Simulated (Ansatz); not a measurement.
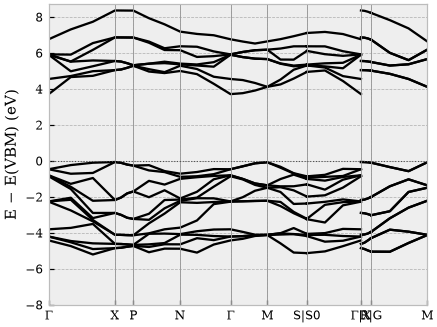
*Band structure from HSE06 in the plane-wave PAW code Ansatz*

Task: Read off the gap and where the band edges lie.

Result: About 3.7 eV (3.71 eV among the points solved); maximum on the Γ–X line, 86 % of the way from Γ, minimum at Γ.

The material is TiO2 (anatase, space group No. 141).

Space group I4_1/amd (anatase). The cell was relaxed with HSE06 under the symmetry of its start. No spin polarisation was allowed. The hybrid was solved on a coarse mesh, the path and, where they were found, the r²SCAN edge points; its band edges are the extreme levels among these.

Potentials: the later of the program's two PAW sets.
